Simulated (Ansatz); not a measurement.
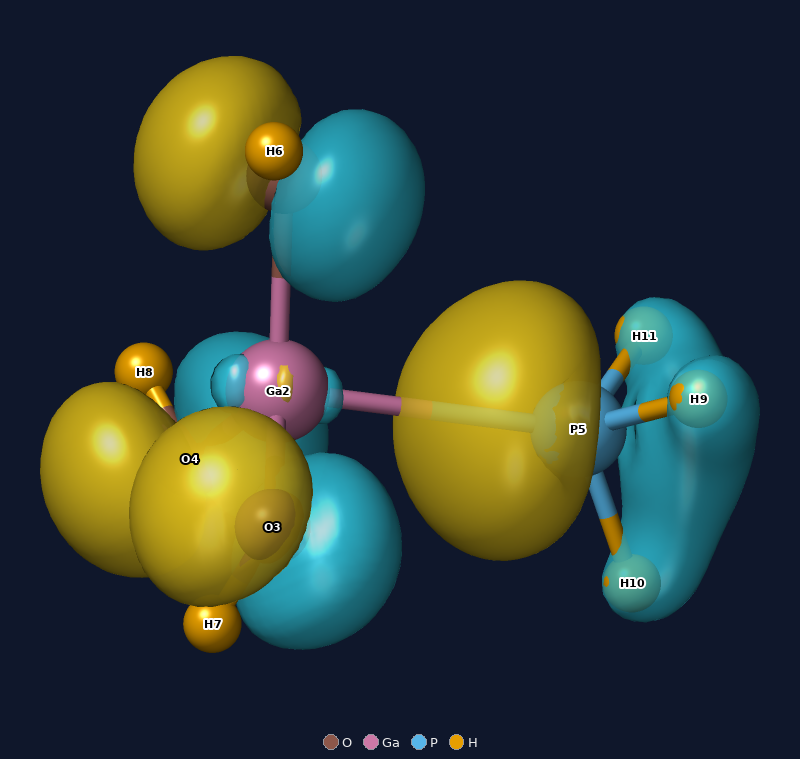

GaH₆O₃P (SMILES [OH][Ga-]([OH])([OH])[PH3+]). The HOMO at ±0.1 Å⁻³ᐟ² (yellow and cyan are the two phases), seen at a tilt.

Geometry: PBE0-D4/def2-TZVP.

Method: RKS PBE0-D4/def2-TZVPP in Ansatz 0.2.0.

```xyz
11

O    -1.7772    0.3517    1.0876
Ga   -0.2212   -0.4817    0.7280
O     1.2119   -0.0840    1.7443
O    -0.2862   -2.1034   -0.0537
P     0.4326    0.8858   -1.3552
H    -1.7257    0.8965    1.8755
H     1.8013   -0.8331    1.8527
H    -1.1837   -2.4313   -0.1386
H     0.6837    2.2654   -1.2142
H     1.5965    0.5316   -2.0668
H    -0.4666    0.9454   -2.4388
```

What is the character of this orbital?

Answer. It lies mainly on P5 (about 20 %), O1 (about 20 %), O3 (about 20 %), O4 (about 20 %) and Ga2 (about 5 %); largely a combination of lone pairs on P5, O1, O3 and O4. Its energy is −7.96 eV.
